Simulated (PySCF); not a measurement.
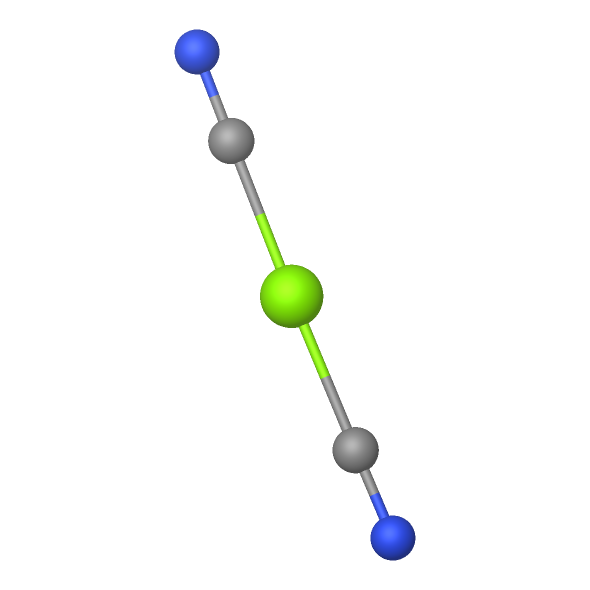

Ball-and-stick drawing of a structure. Colours: magnesium green, carbon grey, nitrogen blue.

Computed geometry: PBE0-D3(BJ)/def2-SVP optimisation. No frequency run is at hand to confirm it as a minimum.

Describe the molecule.

The molecule is C2MgN2. As SMILES it reads `N#[C][Mg][C]#N`. Among its groups: nitrile. All atoms lie on one line. Coordination: 1 Mg linear; 2 C linear.

More results for the same structure follow; atom numbers are the same in all pictures, views and colours differ.

## Electronic properties

No frequency run is at hand to confirm it as a minimum. Properties computed with PBE0/pcSseg-1, gas phase (PySCF 2.14.0).

Predict the main results.

- dipole moment: 0.19 D
- HOMO energy (Kohn–Sham orbital): −9.79 eV
- LUMO energy (Kohn–Sham orbital): −1.51 eV
- HOMO–LUMO gap: 8.27 eV

## Core levels

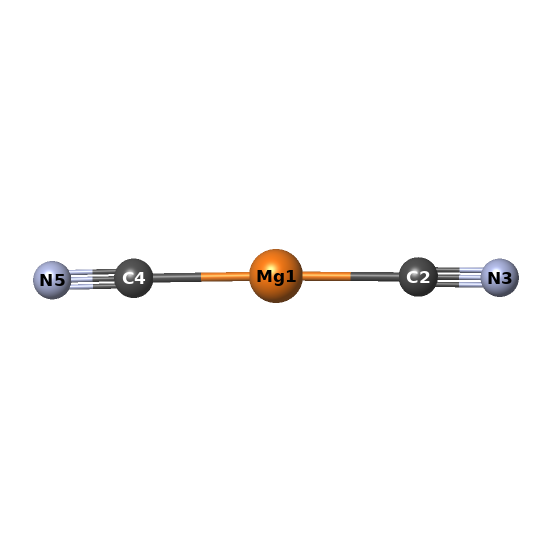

No frequency run is at hand to confirm it as a minimum. Level of theory: delta-SCF UKS SCAN, pcX-2 on the ionised atom (unc-x2c-TZVPall on a metal), pcseg-1 elsewhere, spin-free X2C (PySCF 2.14.0).

Give the core-electron binding energies (to vacuum) of Mg1 1s, C2 1s, N3 1s.

```tsv
atom	level	binding energy (eV)
Mg1	1s	1313.9
C2	1s	291.6
N3	1s	405.5
```

## Polarisability

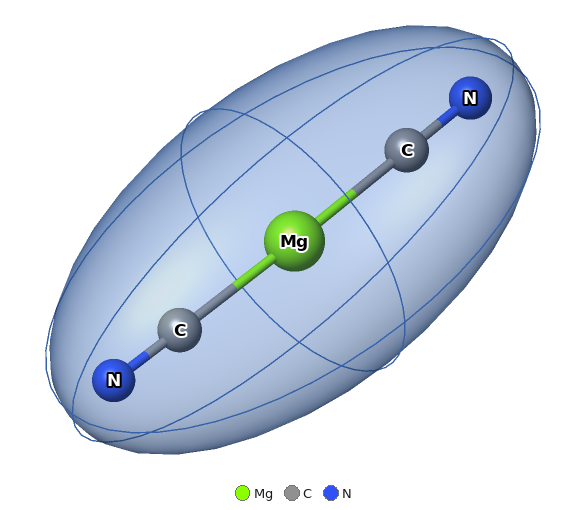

The ellipsoid shows the static dipole polarisability: its half-axes are proportional to the principal values. No frequency run is at hand to confirm it as a minimum. Method: B3LYP/def2-SVPD (PySCF 2.14.0).

> Give the principal values, the mean and the anisotropy.

Principal values 35.4, 35.4, 70.1 bohr³; mean 47.0 bohr³ (6.96 Å³); anisotropy 34.7 bohr³, so the longest axis is 1.98 times the shortest.
